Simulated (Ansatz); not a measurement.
Cell of fluorite-like CuAl2 (1 1 1) on silicon (1 1 1) (film strained to the substrate, started from cuts of the bulks), with its geometry taken from a PBE run:

```xyz
19
Lattice="3.8679 -0.0003 -0.0096 1.9340 3.3480 -0.1042 1.8667 -0.2340 26.4381" Properties=species:S:1:pos:R:3 pbc="T T T"
Si     2.2759     2.5089     1.9838
Si     4.2082     1.3695     1.2378
Si     2.2815     0.3711     5.2076
Si     2.2796     2.5795     4.3572
Si     4.2178     1.5780     8.3284
Si     2.2822     0.4378     7.5795
Si     6.1527     2.7915    11.4391
Si     4.2167     1.6523    10.7013
Si     2.2602     0.6863    14.8242
Si     6.1452     2.8794    13.8117
Al     4.1015     1.9677    18.2287
Al     6.0293     3.0351    16.5062
Al     6.0451     3.1832    21.6184
Al     2.1740     0.8960    19.8482
Al     6.0548     1.0545    25.1938
Al     4.1143     2.1164    23.2928
Cu     2.1612     0.8247    17.2682
Cu     4.1094     2.0393    20.7182
Cu     6.0511     3.2573    24.1162
```

Level of theory: r2SCAN (plane waves to 500 eV, PAW; Ansatz, a quantum-chemistry and plane-wave program). Scalar-relativistic, without spin–orbit coupling; the runs are not spin-polarised. Its k-point mesh 9×9×1, Fermi–Dirac width 0.05 eV.

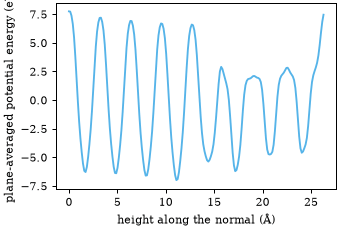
*Smooth (PAW) electrostatic potential energy of an electron, averaged over planes, about its mean*

The curve spans 14.7 eV over the stretch drawn.
